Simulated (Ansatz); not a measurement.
The reference is CsPbBr$_{3}$ in the cubic perovskite structure (space group Pm-3m, No. 221; a = 6.0028 Å).

Structures relaxed with PBE in Ansatz (plane waves to 420 eV, PAW, scalar-relativistic without spin-orbit coupling).

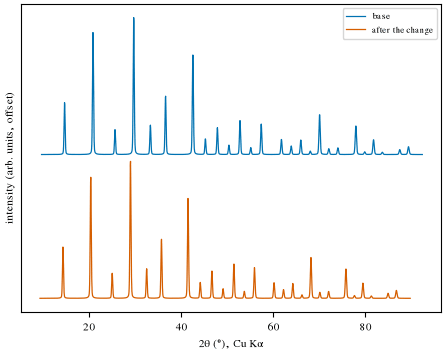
Fig. 1. Simulated powder patterns before (top) and after one change

Question: What was done to the base?
A. isotropic strain +0.60 %
B. isotropic strain +3.00 %
C. isotropic strain +1.80 %
D. isotropic strain +2.40 %

Answer: D, isotropic strain +2.40 %. Its volume per atom is 46.45 Å³ against 43.26 Å³, and its space group is Pm-3m (No. 221).

No phonon test of stability was made. Many cubic perovskites are stable only at high temperature; tilts and polar distortions were not tested. This is not the structure that CsPbBr3 has at room temperature and ambient pressure.

Ansatz is an electronic-structure program.
